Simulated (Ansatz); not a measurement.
# Cd: response to strain

Aim: deform Cd (equal xy, yz and zx engineering shear strains of -1 %) and compute stress, forces and field gradients with LAPW, PAW and all-electron datasets made for the crystal.

Computed with Ansatz 0.2.0 (DFT PBEsol, scalar-relativistic, unless a step's input says otherwise).

**1. The structure to begin with**

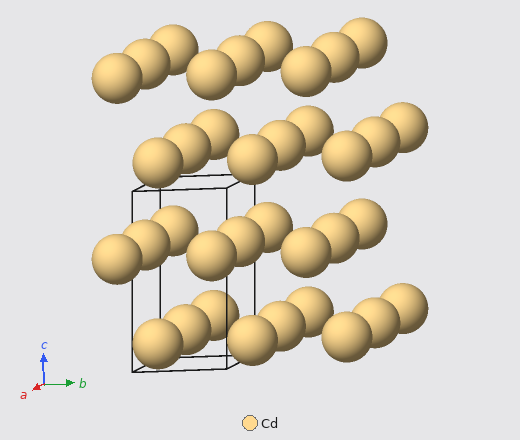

Start, viewed slightly off an axis; cadmium orange. 3×3×2 cells are drawn.

Structure file:

```
CELL_PARAMETERS angstrom
2.97887 0.00000 0.00000
-1.48944 2.57978 0.00000
0.00000 0.00000 5.61765
ATOMIC_POSITIONS crystal
Cd 0.33333 0.66667 0.25000
Cd 0.66667 0.33333 0.75000
```

Atoms are numbered in the order of the input: Cd1, Cd2.

**2. The deformed structure**

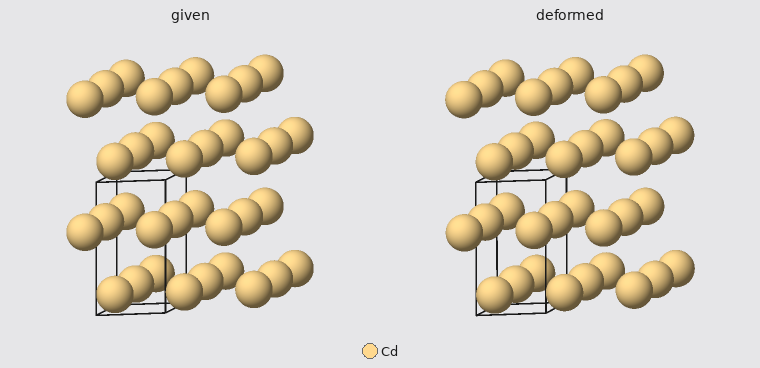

Given and deformed, at one scale.

Space group P6_3/mmc before, P-1 after.

**3. Full-potential LAPW**

Input file input.yaml:

```yaml
crystal:
  lattice:
    - [2.9788725081, -0.0148943625, -0.0148943625]
    - [-1.5023351503, 2.5872264479, -0.0054517151]
    - [-0.02808825, -0.02808825, 5.61765]
  atoms:
    - { symbol: Cd, position: [0.3333333333, 0.6666666667, 0.25] }
    - { symbol: Cd, position: [0.6666666667, 0.3333333333, 0.75] }
kpoints:
  mp_grid: { grid: [16, 16, 7] }
  band_path:
    path:
      - [0.0, 0.0, 0.0]
      - [0.0, 0.0, 0.5]
      - [-0.5, 0.5, 0.0]
      - [0.0, 0.0, 0.0]
      - [0.0, -0.5, 0.0]
      - [-0.5, 0.0, 0.5]
      - [0.0, 0.0, 0.0]
      - [-0.5, 0.0, 0.0]
      - [0.0, -0.5, 0.5]
    npoints: 5
scf:
  occupations: { method: fermi_dirac, width: 0.05 }
hamiltonian:
  xc: pbesol
  pseudopotentials: { kind: all_electron, lapw: { basis_error: 0.001 } }
output:
  forces: true
  stress: true
  eigenvalues: true
```

On the command line:

```
> ansatz run input.yaml --threads 1 --pin off --max-ram 3072MiB --backend cpu --events-out ev --progress --plain --runs-dir out
```

Standard output, shortened:

```text
LAPW: plane waves up to 7.702 Å⁻¹, error target 1.0e-3 eV per atom; small_component_spin mean_spin; Cd in spheres of 1.483 Å, 20 of its electrons in bands, Dirac shells []
[...]
Pseudopotentials: kind: all_electron
Pseudopotential: Cd, LAPW, valence charge 20, Koelling and Harmon's equation, gaussian nucleus
Functional definition: PBEsol
[...]
Crystal: 2 atoms, lattice volume = 43.167 Å³
Basis set: ecut = 226.01539770417992 eV, 337 PW (Γ), exchange–correlation at level 2
Bands: 24, of which v1, the nominal top of the filled ones, is band 20 counted from 1 (19 counted from 0)
Symmetry: 2 space group operations
Space group: P-1 (ITA 2), of the structure as read, at distance tolerance 3.5e-5 Å
k-points: 898 of 1792
[...]
SCF iter   1: F=—  HF=-304330.271055 eV  |F-HF|=—  |Δ(HF+E_count)|=         —  Δρ=1.46e-2  dr2=7.00e-2  ethr=1.74e-4  ⟨swp⟩=3.0  Hψ=147098  notcnv=0
[...]
SCF iter   8: F=-304330.128651 eV  HF=-304330.128651 eV  |F-HF|=2.22e-8  |Δ(HF+E_count)|=   1.50e-7  Δρ=8.56e-6  dr2=3.59e-8  ethr=2.00e-9  ⟨swp⟩=2.0  Hψ=62077  notcnv=0
[...]
NSCF: frozen V_eff on 41 k-points
SCF converged after 8 iterations
Free energy (F): -304330.128651 eV
[...]
E sigma→0 (E₀):  -304330.126325 eV
Entropy (-TS):   -0.004653 eV (-2.326 meV/atom)
Fermi energy:    15.659942 eV
[...]
--- Forces (eV/Å), atoms counted from 1 ---
  atom   1  Cd    -0.00332042     0.00023035     0.00003650
  atom   2  Cd     0.00332042    -0.00023035    -0.00003650
[...]
--- Stress (GPa, compression-positive) ---
       -1.538646       0.381319       0.101371
        0.381319      -1.510679       0.109947
        0.101371       0.109947      -1.569264
  P = ⅓ Tr σ = -1.5395 GPa (-15.395 kbar)
--- Band table (eV; the first three rows and the last of 898) ---
  k-point 0: bands = ["-87.2882", "-87.2871", "-48.3790", "-48.3595", "-48.3416", "-48.3406", "-48.3395", "-48.3385", "5.8226", "6.0906", "6.4414", "6.4943", "6.4983", "6.5487", "6.7748", "6.9947", "7.0063", "7.2496", "7.2593", "12.5905", "12.6288", "25.9714", "29.3565", "30.2230"]
[...]
```

It took 2.8 min on 1 thread of Intel Xeon Platinum 8488C (Sapphire Rapids), shared host; peak memory 1.8 GiB.

In short: pressure -1.54 GPa; no gap; largest force 0.003 eV/Å.

**4. PAW on the default files**

Input file input.yaml:

```yaml
crystal:
  lattice:
    - [2.9788725081, -0.0148943625, -0.0148943625]
    - [-1.5023351503, 2.5872264479, -0.0054517151]
    - [-0.02808825, -0.02808825, 5.61765]
  atoms:
    - { symbol: Cd, position: [0.3333333333, 0.6666666667, 0.25] }
    - { symbol: Cd, position: [0.6666666667, 0.3333333333, 0.75] }
kpoints:
  mp_grid: { grid: [16, 16, 7] }
scf:
  occupations: { method: fermi_dirac, width: 0.05 }
hamiltonian:
  xc: pbesol
  pseudopotentials: { kind: paw }
output:
  forces: true
  stress: true
  eigenvalues: true
  efg: { contact_densities: true }
  write_density: true
  write_potential: true
  elf: true
  volumetric_format: npy
```

On the command line:

```
> ansatz run input.yaml --threads 1 --pin off --max-ram 3072MiB --backend cpu --events-out ev --progress --plain --runs-dir out
```

Standard output, shortened:

```text
Cd: output.efg is read without spin–orbit coupling, which moves field gradients at and beside such atoms by some per cent and up to a factor of two; PAW files take it under magnetization.noncollinear and magnetization.spin_orbit
[...]
Pseudopotentials: kind: paw
Pseudopotential: Cd, paw, valence charge 20, recommended cutoff 420 eV (normal)
[... 1 set-up line as earlier in the session ...]
[...]
Crystal: 2 atoms, lattice volume = 43.167 Å³
Basis set: ecut = 420 eV, 833 PW (Γ), exchange–correlation on 40×40×80 points (8 copies of the dense FFT grid, shifted against one another)
Bands: 24, of which v1, the nominal top of the filled ones, is band 20 counted from 1 (19 counted from 0)
[... 2 set-up lines as earlier in the session ...]
k-points: 898 of 1792
[...]
Free energy (F): -16368.119395 eV
[...]
E sigma→0 (E₀):  -16368.117068 eV
Entropy (-TS):   -0.004655 eV (-2.327 meV/atom)
Fermi energy:    14.521647 eV
[...]
--- Forces (eV/Å), atoms counted from 1 ---
  atom   1  Cd    -0.00331936     0.00023154     0.00004359
  atom   2  Cd     0.00331936    -0.00023154    -0.00004359
[...]
--- Stress (GPa, compression-positive) ---
       -1.530934       0.381175       0.101174
        0.381175      -1.502907       0.109793
        0.101174       0.109793      -1.565966
  P = ⅓ Tr σ = -1.5333 GPa (-15.333 kbar)
--- PAW observables at the nuclei: V_zz in 10²¹ V/m², potentials from the cell's mean, atoms counted from 1 ---
  atom   1  Cd V_zz =    +7.311924   η = 0.0978   by run symmetry: allowed
            electrostatic potential = -7710.118545 V   contact ρ = 1034417.062654 e/Å³
  atom   2  Cd V_zz =    +7.311924   η = 0.0978   by run symmetry: allowed
            electrostatic potential = -7710.118545 V   contact ρ = 1034417.062654 e/Å³
--- Band table (eV; the first three rows and the last of 898) ---
[... band rows left out ...]
[...]
```

Wall time 39 s (1 thread of Intel Xeon Platinum 8488C (Sapphire Rapids), shared host); peak memory 0.87 GiB.

In short: pressure -1.53 GPa; no gap; largest force 0.003 eV/Å; Vzz Cd1 7.31 (η = 0.10) (10²¹ V/m²).

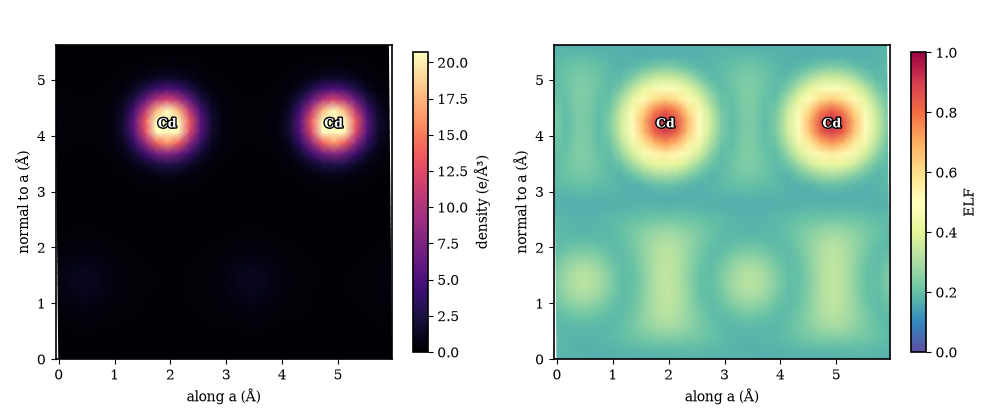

Density (left) and ELF (right) in a lattice plane of the grid's cell (edges 2.98 and 5.62 Å, at 0.333 of the third edge), which holds Cd. Only atoms in the plane are labelled; the density scale stops at 20.69 e/Å³. Both are smooth fields of the valence electrons: close to the nuclei they are not physical.

**5. All-electron PAW on datasets made for the crystal**

Changes to input.yaml since step 4:

```diff
@@ -14,3 +14,3 @@
   xc: pbesol
-  pseudopotentials: { kind: paw }
+  pseudopotentials: { kind: all_electron, datasets: crystal }
 output:
@@ -20,5 +20 @@
   efg: { contact_densities: true }
-  write_density: true
-  write_potential: true
-  elf: true
-  volumetric_format: npy
```

On the command line:

```
> ansatz run input.yaml --threads 1 --pin off --max-ram 3072MiB --backend cpu --events-out ev --progress --plain --runs-dir out
```

Standard output, shortened:

```text
[...]
band count auto-derived: 17 (N_el = 24.0; filled up to band 12; 16 by the electrons, moments and atoms)
Cd: output.efg is read without spin–orbit coupling, which moves field gradients at and beside such atoms by some per cent and up to a factor of two; PAW files take it under magnetization.noncollinear and magnetization.spin_orbit
[...]
[... 1 set-up line as earlier in the session ...]
Pseudopotential: Cd, paw, valence charge 12, recommended cutoff 260 eV (normal), Koelling and Harmon's equation, gaussian nucleus
[... 1 set-up line as earlier in the session ...]
[...]
Crystal: 2 atoms, lattice volume = 43.167 Å³
Basis set: ecut = 260 eV, 403 PW (Γ), exchange–correlation on 32×32×60 points (8 copies of the dense FFT grid, shifted against one another)
Bands: 17, of which v1, the nominal top of the filled ones, is band 12 counted from 1 (11 counted from 0)
[... 1 set-up line as earlier in the session ...]
[...]
--- Forces (eV/Å), atoms counted from 1 ---
  atom   1  Cd    -0.00330973     0.00023100     0.00004389
  atom   2  Cd     0.00330973    -0.00023100    -0.00004389
[...]
--- Stress (GPa, compression-positive) ---
       -1.538611       0.381612       0.101399
        0.381612      -1.510565       0.109971
        0.101399       0.109971      -1.571490
  P = ⅓ Tr σ = -1.5402 GPa (-15.402 kbar)
--- PAW observables at the nuclei: V_zz in 10²¹ V/m², potentials from the cell's mean, atoms counted from 1 ---
  atom   1  Cd V_zz =    +7.487046   η = 0.0983   by run symmetry: allowed
            electrostatic potential = -7708.185039 V   contact ρ = 1034387.216178 e/Å³
  atom   2  Cd V_zz =    +7.487046   η = 0.0983   by run symmetry: allowed
            electrostatic potential = -7708.185039 V   contact ρ = 1034387.216178 e/Å³
--- Band table (eV; the first three rows and the last of 898) ---
  k-point 0: bands = ["5.8228", "6.0909", "6.4416", "6.4945", "6.4984", "6.5489", "6.7748", "6.9949", "7.0065", "7.2499", "7.2595", "12.5905", "12.6288", "25.9714", "29.3563"]
[...]
```

It took 77 s on 1 thread of Intel Xeon Platinum 8488C (Sapphire Rapids), shared host; peak memory 1.5 GiB.

In short: pressure -1.54 GPa; no gap; largest force 0.003 eV/Å; Vzz Cd1 7.49 (η = 0.10) (10²¹ V/m²).

**6. Stress and forces compared**

Stress (GPa, compression positive):

| method | xx | yy | zz | yz | xz | xy |
| --- | --- | --- | --- | --- | --- | --- |
| LAPW | -1.54 | -1.51 | -1.57 | 0.11 | 0.10 | 0.38 |
| PAW | -1.53 | -1.50 | -1.57 | 0.11 | 0.10 | 0.38 |
| crystal datasets | -1.54 | -1.51 | -1.57 | 0.11 | 0.10 | 0.38 |

Forces (eV/Å):

| atom | LAPW x | LAPW y | LAPW z | PAW x | PAW y | PAW z | crystal datasets x | crystal datasets y | crystal datasets z |
| --- | --- | --- | --- | --- | --- | --- | --- | --- | --- |
| Cd1 | -0.003 | 0.000 | 0.000 | -0.003 | 0.000 | 0.000 | -0.003 | 0.000 | 0.000 |
| Cd2 | 0.003 | 0.000 | 0.000 | 0.003 | 0.000 | 0.000 | 0.003 | 0.000 | 0.000 |

| method | pressure (GPa) | largest force (eV/Å) | Vzz Cd1 (10²¹ V/m²) | SCF cycles, all passes |
| --- | --- | --- | --- | --- |
| LAPW | -1.54 | 0.003 | – | 8 |
| PAW | -1.53 | 0.003 | 7.31 | 6 |
| crystal datasets | -1.54 | 0.003 | 7.49 | 8 |

**7. Summary of results**

| quantity | value |
| --- | --- |
| pressure | LAPW -1.54, PAW -1.53, crystal datasets -1.54 GPa |
| largest shear or deviatoric stress (LAPW) | 0.38 GPa |

In words: The largest part of the stress beyond the pressure is 0.38 GPa in size, in the xy component; the atoms are carried along and not relaxed. No run of the undeformed cell stands beside it, so the pressure holds what the given cell had before the change. PAW: stress within 0.01 GPa of LAPW. Crystal datasets: stress within 0.01 GPa of LAPW.
